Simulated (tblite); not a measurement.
Geometry relaxation, with input and output: C₄H₉FOSi₂ (part 1 of 3)

C₄H₉FOSi₂, computed with GFN2-xTB geometry optimisation, gas phase (tblite 0.8.0).

It belongs to a series of runs on one base structure; here: H on Si replaced by CHO.

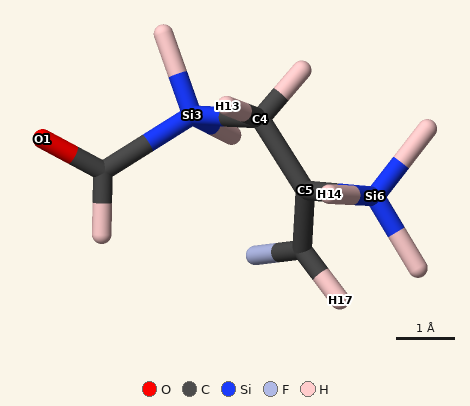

Figure 1. The input geometry (stick view, seen at a tilt; atoms are numbered from 1 in the order of the input). Bond lengths as drawn: C–C 1.32 to 1.47 Å, C–F 1.34 Å, C–H 1.10 to 1.14 Å, C–O 1.23 Å, C–Si 1.83 to 1.85 Å and H–Si 1.45 to 1.50 Å.

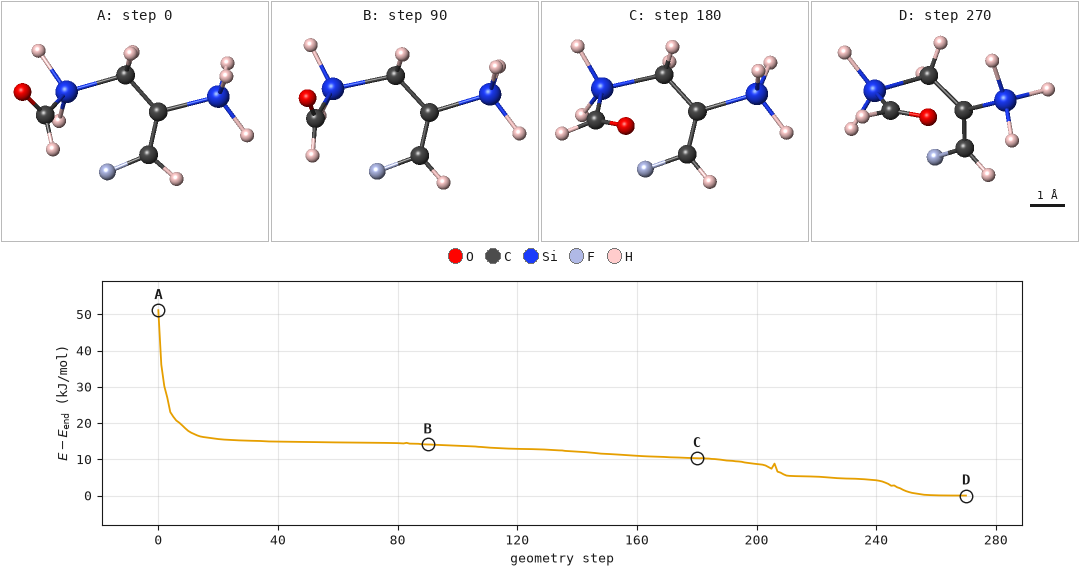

Figure 2. Frames of the relaxation (ball-and-stick view, seen at a tilt) above the curves, on which the letters mark them (steps are counted from 0).

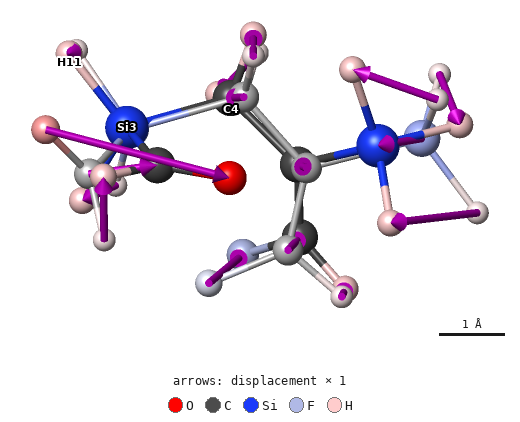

Figure 3. Start (faint) and end (solid) with the displacements as pink arrows, at true length (ball-and-stick view, seen at a tilt). The two geometries are laid on each other by the best rigid fit. The largest move after the best rigid fit is that of O1, 2.96 Å. Largest moves by element: O 2.96 Å, H 2.31 Å, F 2.02 Å, Si 1.17 Å, C 1.13 Å. Among the contacts that change: C2–Si3 1.849 → 1.925 Å, Si3–C4 1.833 → 1.902 Å, C4–H13 1.136 → 1.090 Å, C5–Si6 1.853 → 1.891 Å. Among the angles that change: C5–C7–H17 118.3° → 126.3°, C2–Si3–H10 113.1° → 105.1°, C2–Si3–C4 114.2° → 107.2°. The energy falls by 51.1 kJ/mol in 270 geometry steps. The largest force component goes from 1.9 to 0.008 eV/Å. (Atoms are counted from 1 in the order of the input.)

These pictures come from the run below.

The input
```
{"job": {"kind": "relax", "xc": "GFN2-xTB", "basis": "xTB"}, "charge": 0, "multiplicity": 1}
O     -3.456800    -0.038500     1.629100
C     -2.560100    -0.647000     1.050600
Si    -1.833000     0.007800    -0.518100
C     -0.217700     0.847200    -0.305500
C      0.942500    -0.044300    -0.123800
Si     2.596700     0.760800     0.095300
C      0.913800    -1.362300    -0.134300
F     -0.183600    -2.110500    -0.277900
H     -2.196400    -1.574600     1.514700
H     -1.731600    -0.994800    -1.560300
H     -2.842500     1.021000    -0.969100
H     -0.014600     1.477700    -1.194400
H     -0.323600     1.586000     0.550900
H      2.530400     1.518800     1.348200
H      2.839500     1.686000    -1.039900
H      3.664700    -0.212200     0.215800
H      1.865100    -1.909200     0.007800
```

The first line tells a small driver script what to run in tblite; the rest is the geometry in Å.

Command:
```bash
OMP_NUM_THREADS=1 python <driver script> task.json out
```

Output
```
step      E/eV     max force
  0    -688.93184    2.567
  1    -689.08780    2.503
  2    -689.14912    0.839
  3    -689.18185    0.473
  4    -689.22318    0.374
  5    -689.23636    0.315
  6    -689.24732    0.216
  7    -689.25362    0.215
  8    -689.26132    0.214
  9    -689.26957    0.271
 10    -689.27708    0.251
 11    -689.28220    0.211
 12    -689.28616    0.193
 13    -689.28995    0.162
 14    -689.29285    0.109
 15    -689.29452    0.096
 16    -689.29574    0.083
 17    -689.29698    0.081
 18    -689.29824    0.099
 19    -689.29935    0.084
 20    -689.30034    0.066
 21    -689.30120    0.066
 22    -689.30189    0.070
 23    -689.30240    0.050
 24    -689.30282    0.045
 25    -689.30326    0.048
 26    -689.30374    0.061
 27    -689.30416    0.053
 28    -689.30451    0.054
 29    -689.30482    0.059
 30    -689.30508    0.039
 31    -689.30526    0.029
 32    -689.30539    0.032
 33    -689.30557    0.049
 34    -689.30589    0.070
 35    -689.30639    0.075
 36    -689.30691    0.050
 37    -689.30725    0.034
 38    -689.30744    0.031
 39    -689.30758    0.032
 40    -689.30772    0.027
 41    -689.30782    0.023
 42    -689.30789    0.020
 43    -689.30798    0.031
 44    -689.30810    0.044
 45    -689.30824    0.040
 46    -689.30834    0.020
 47    -689.30840    0.024
 48    -689.30845    0.029
 49    -689.30855    0.034
 50    -689.30870    0.042
 51    -689.30888    0.031
 52    -689.30902    0.035
 53    -689.30913    0.032
 54    -689.30926    0.041
 55    -689.30944    0.048
 56    -689.30961    0.033
 57    -689.30974    0.026
 58    -689.30982    0.025
 59    -689.30990    0.034
 60    -689.31002    0.041
 61    -689.31016    0.032
 62    -689.31025    0.023
 63    -689.31031    0.022
 64    -689.31037    0.018
 65    -689.31044    0.026
 66    -689.31052    0.031
 67    -689.31060    0.025
 68    -689.31067    0.020
 69    -689.31072    0.018
 70    -689.31078    0.028
 71    -689.31087    0.036
 72    -689.31097    0.032
 73    -689.31108    0.038
 74    -689.31116    0.033
 75    -689.31127    0.028
 76    -689.31137    0.027
 77    -689.31147    0.022
 78    -689.31159    0.037
 79    -689.31176    0.048
 80    -689.31200    0.051
 81    -689.31239    0.059
 82    -689.31289    0.052
 83    -689.31121    0.471
 84    -689.31340    0.060
 85    -689.31353    0.035
 86    -689.31380    0.111
 87    -689.31396    0.102
 88    -689.31513    0.107
 89    -689.31563    0.092
 90    -689.31589    0.205
 91    -689.31604    0.192
 92    -689.31663    0.050
 93    -689.31692    0.049
 94    -689.31728    0.114
 95    -689.31766    0.042
 96    -689.31808    0.088
 97    -689.31855    0.053
 98    -689.31873    0.050
 99    -689.31895    0.032
100    -689.31920    0.075
101    -689.31959    0.113
102    -689.31991    0.144
103    -689.32026    0.115
104    -689.32057    0.157
105    -689.32104    0.042
106    -689.32165    0.109
107    -689.32257    0.133
108    -689.32300    0.129
109    -689.32379    0.200
110    -689.32440    0.065
111    -689.32511    0.104
112    -689.32557    0.043
113    -689.32596    0.146
114    -689.32642    0.038
115    -689.32696    0.036
116    -689.32744    0.060
117    -689.32767    0.030
118    -689.32797    0.032
119    -689.32830    0.034
120    -689.32847    0.038
121    -689.32859    0.046
122    -689.32868    0.066
123    -689.32881    0.078
124    -689.32898    0.080
125    -689.32918    0.079
126    -689.32942    0.064
127    -689.32969    0.060
128    -689.33001    0.047
129    -689.33028    0.169
130    -689.33083    0.089
131    -689.33128    0.056
132    -689.33206    0.193
133    -689.33227    0.062
134    -689.33277    0.057
135    -689.33296    0.429
136    -689.33425    0.071
137    -689.33475    0.047
138    -689.33504    0.412
139    -689.33592    0.056
140    -689.33619    0.065
141    -689.33685    0.234
142    -689.33734    0.078
143    -689.33791    0.049
144    -689.33868    0.053
145    -689.33939    0.093
146    -689.34024    0.079
147    -689.34132    0.102
148    -689.34208    0.054
149    -689.34244    0.211
150    -689.34286    0.081
151    -689.34333    0.047
152    -689.34393    0.069
153    -689.34447    0.124
154    -689.34488    0.078
155    -689.34539    0.106
156    -689.34587    0.046
157    -689.34626    0.089
158    -689.34683    0.094
159    -689.34770    0.084
160    -689.34831    0.111
161    -689.34904    0.058
162    -689.34927    0.219
163    -689.34978    0.054
164    -689.35003    0.033
165    -689.35043    0.087
166    -689.35060    0.032
167    -689.35081    0.034
168    -689.35113    0.036
169    -689.35147    0.033
170    -689.35200    0.043
171    -689.35247    0.045
172    -689.35268    0.101
173    -689.35303    0.041
174    -689.35323    0.046
175    -689.35366    0.065
176    -689.35399    0.058
177    -689.35430    0.033
178    -689.35452    0.032
179    -689.35476    0.035
180    -689.35506    0.043
181    -689.35541    0.117
182    -689.35490    0.205
183    -689.35593    0.103
184    -689.35617    0.110
185    -689.35720    0.049
186    -689.35757    0.060
187    -689.35837    0.078
188    -689.35934    0.084
189    -689.36046    0.091
190    -689.36179    0.100
191    -689.36224    0.168
192    -689.36274    0.322
193    -689.36392    0.121
194    -689.36444    0.070
195    -689.36536    0.061
196    -689.36731    0.097
197    -689.36851    0.096
198    -689.36996    0.135
199    -689.37071    0.210
200    -689.37176    0.063
201    -689.37254    0.064
202    -689.37363    0.072
203    -689.37600    0.109
204    -689.38042    0.160
205    -689.38515    0.290
206    -689.37053    0.651
207    -689.39356    0.244
208    -689.39634    0.280
209    -689.40117    0.176
210    -689.40476    0.110
211    -689.40567    0.061
212    -689.40614    0.057
213    -689.40638    0.039
214    -689.40652    0.055
215    -689.40673    0.038
216    -689.40695    0.034
217    -689.40714    0.042
218    -689.40734    0.038
219    -689.40757    0.038
220    -689.40786    0.041
221    -689.40824    0.055
222    -689.40879    0.067
223    -689.40949    0.076
224    -689.41023    0.064
225    -689.41094    0.065
226    -689.41159    0.067
227    -689.41218    0.068
228    -689.41264    0.087
229    -689.41293    0.084
230    -689.41329    0.060
231    -689.41344    0.065
232    -689.41363    0.079
233    -689.41385    0.086
234    -689.41427    0.101
235    -689.41472    0.094
236    -689.41526    0.079
237    -689.41594    0.059
238    -689.41672    0.093
239    -689.41749    0.119
240    -689.41820    0.145
241    -689.41968    0.122
242    -689.42164    0.113
243    -689.42486    0.211
244    -689.42845    0.275
245    -689.43387    0.289
246    -689.43302    0.334
247    -689.43825    0.263
248    -689.44118    0.274
249    -689.44570    0.108
250    -689.44933    0.193
251    -689.45204    0.144
252    -689.45431    0.105
253    -689.45571    0.118
254    -689.45705    0.089
255    -689.45860    0.090
256    -689.45969    0.071
257    -689.46024    0.058
258    -689.46063    0.042
259    -689.46100    0.050
260    -689.46126    0.037
261    -689.46146    0.030
262    -689.46161    0.030
263    -689.46171    0.027
264    -689.46177    0.016
265    -689.46181    0.016
266    -689.46184    0.022
267    -689.46187    0.024
268    -689.46190    0.018
269    -689.46191    0.012
270    -689.46193    0.009
```

Trajectory as extended XYZ (Å, eV, eV/Å), 28 of the 271 frames kept, from step=0 to step=270
```
17
Properties=species:S:1:pos:R:3:forces:R:3 step=0 energy=-688.93184
O    -3.4568   -0.0385    1.6291    0.9850  -0.7110  -0.6570
C    -2.5601   -0.6470    1.0506   -1.4600   0.4070   1.8500
Si   -1.8330    0.0078   -0.5181   -1.8040   0.3500  -1.7930
C    -0.2177    0.8472   -0.3055    0.5940   1.7810   0.5120
C     0.9425   -0.0443   -0.1238    0.0660  -0.2100   0.0830
Si    2.5967    0.7608    0.0953    0.6370   0.9160   0.0150
C     0.9138   -1.3623   -0.1343    1.2820   0.0290   0.2480
F    -0.1836   -2.1105   -0.2779   -0.0410  -0.5030   0.1810
H    -2.1964   -1.5746    1.5147    0.0990  -0.2350   0.0170
H    -1.7316   -0.9948   -1.5603   -0.2090  -0.1550  -0.2540
H    -2.8425    1.0210   -0.9691    0.3850  -0.2480   0.1660
H    -0.0146    1.4777   -1.1944   -0.1120  -0.2120   0.3820
H    -0.3236    1.5860    0.5509    0.4460  -0.7130  -0.7440
H     2.5304    1.5188    1.3482    0.0170   0.0760  -0.0190
H     2.8395    1.6860   -1.0399   -0.0560  -0.2390   0.2600
H     3.6647   -0.2122    0.2158    0.1510  -0.1870  -0.0640
H     1.8651   -1.9092    0.0078   -0.9790  -0.1430  -0.1830
17
Properties=species:S:1:pos:R:3:forces:R:3 step=10 energy=-689.27708
O    -3.4528   -0.0761    1.6910   -0.0250   0.0350  -0.1060
C    -2.6016   -0.6559    1.0611   -0.0040   0.1590   0.1330
Si   -1.9348    0.0243   -0.6104    0.0310   0.0310  -0.0030
C    -0.2182    0.8403   -0.3156   -0.0660  -0.1400  -0.0410
C     0.9777   -0.0500   -0.1281    0.0430   0.1860   0.0370
Si    2.6368    0.8152    0.1262    0.1100   0.0490  -0.0200
C     0.9656   -1.3685   -0.0980   -0.1030  -0.0560  -0.0330
F    -0.1634   -2.1116   -0.2099    0.0210  -0.0420   0.0410
H    -2.1748   -1.5732    1.5038    0.1360  -0.1800  -0.1100
H    -1.8427   -1.0136   -1.6368   -0.1120   0.0500   0.0150
H    -2.8780    1.0779   -1.0013    0.0650  -0.0010   0.0060
H    -0.0160    1.4877   -1.1744    0.0370  -0.0790  -0.0360
H    -0.2653    1.5281    0.5327   -0.0450  -0.0670   0.0860
H     2.5692    1.5917    1.3733    0.0150  -0.0490  -0.1220
H     2.8653    1.6977   -1.0237   -0.0030   0.0050   0.0750
H     3.6888   -0.2038    0.1953   -0.0330   0.0840   0.0270
H     1.8374   -1.9983    0.0038   -0.0660   0.0140   0.0500
17
Properties=species:S:1:pos:R:3:forces:R:3 step=20 energy=-689.30034
O    -3.4424   -0.0982    1.6950   -0.0180   0.0390  -0.0060
C    -2.5848   -0.6491    1.0511    0.0070  -0.0560   0.0250
Si   -1.9425    0.0345   -0.6239   -0.0050  -0.0350   0.0360
C    -0.2183    0.8142   -0.3203    0.0440   0.0060  -0.0030
C     0.9885   -0.0562   -0.1224    0.0150  -0.0020   0.0040
Si    2.6498    0.8264    0.1114   -0.0260  -0.0180   0.0150
C     0.9593   -1.3757   -0.0770    0.0270   0.0030   0.0100
F    -0.1783   -2.1064   -0.1802   -0.0020   0.0190  -0.0020
H    -2.1420   -1.5846    1.4510    0.0370  -0.0280  -0.0330
H    -1.9489   -1.0054   -1.6473    0.0030  -0.0210  -0.0190
H    -2.8484    1.1190   -1.0020    0.0000   0.0660   0.0000
H    -0.0044    1.4618   -1.1756    0.0050   0.0370   0.0360
H    -0.2890    1.4807    0.5469    0.0130   0.0040  -0.0580
H     2.5850    1.6102    1.3489   -0.0170  -0.0130  -0.0240
H     2.8773    1.7342   -1.0173   -0.0250  -0.0510   0.0130
H     3.7117   -0.1771    0.2069   -0.0290   0.0430  -0.0230
H     1.8203   -2.0163    0.0437   -0.0290   0.0090   0.0280
17
Properties=species:S:1:pos:R:3:forces:R:3 step=30 energy=-689.30508
O    -3.4260   -0.1161    1.6962    0.0060   0.0040   0.0070
C    -2.5719   -0.6626    1.0435   -0.0010  -0.0280  -0.0020
Si   -1.9380    0.0375   -0.6289   -0.0150   0.0040   0.0270
C    -0.2128    0.8145   -0.3298    0.0360   0.0050   0.0140
C     0.9880   -0.0591   -0.1200    0.0110  -0.0110   0.0130
Si    2.6433    0.8270    0.1128   -0.0230  -0.0090  -0.0160
C     0.9522   -1.3773   -0.0603    0.0020  -0.0090   0.0150
F    -0.1898   -2.1003   -0.1760    0.0080   0.0040   0.0020
H    -2.1278   -1.6053    1.4274    0.0020   0.0070  -0.0200
H    -1.9728   -1.0038   -1.6516    0.0130   0.0120  -0.0210
H    -2.8141    1.1557   -0.9848   -0.0280   0.0060  -0.0050
H     0.0075    1.4729   -1.1749    0.0000  -0.0120  -0.0020
H    -0.2882    1.4782    0.5385    0.0090   0.0070  -0.0150
H     2.5662    1.6158    1.3441    0.0030   0.0060  -0.0020
H     2.8546    1.7165   -1.0304   -0.0090   0.0090  -0.0080
H     3.7177   -0.1591    0.1957    0.0070  -0.0080   0.0120
H     1.8050   -2.0227    0.0877   -0.0210   0.0120   0.0020
```
